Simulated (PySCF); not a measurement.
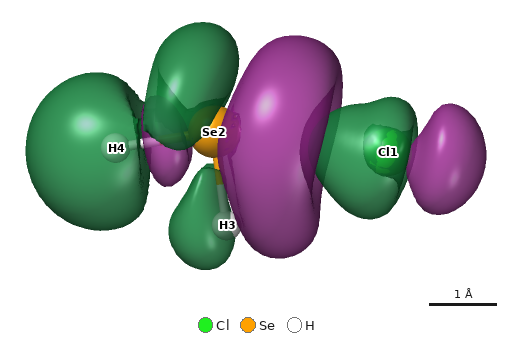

*ClH2Se, charge −1, SMILES `[Cl-].[SeH2]`. Density of the complex less the densities of the two fragments at the same geometry, ±0.006 e/Å³ (green: gain, purple: loss). Fragment A: Cl(−1) (atom 1); fragment B: H2Se.*

Method: CAM-B3LYP/aug-cc-pVDZ; geometry: GFN2-xTB; program: PySCF. GFN2-xTB bond lengths at metals and heavier atoms can be off by up to 0.1 Å and shapes distorted, which carries into these values.

Geometry (Å), atoms numbered from 1:

```
Cl1     -1.8278    0.0018    0.0000
Se2      0.8308   -0.0507    0.0000
H3       0.5177    1.3502    0.0000
H4       2.3053    0.3418    0.0000
```

### Which way does charge flow?

Hirshfeld charges show 0.081 e passing from A to B. By Hirshfeld charges, electrons gather most on H4 (−0.133 e) and leave Cl1 most (+0.081 e); 0.33 e is displaced in all.

### What is the interaction energy, and which contacts carry it?

The counterpoise-corrected interaction energy of the frozen fragments is −0.1 kcal/mol without dispersion correction and −1.0 kcal/mol with D3(BJ). The pair geometry is semi-empirical, not a minimum at this level. Contacts: Cl1···Se2, 2.66 Å, ρ = 0.040 a.u. The pose is a local one from a semi-empirical search, not shown to be the most stable.
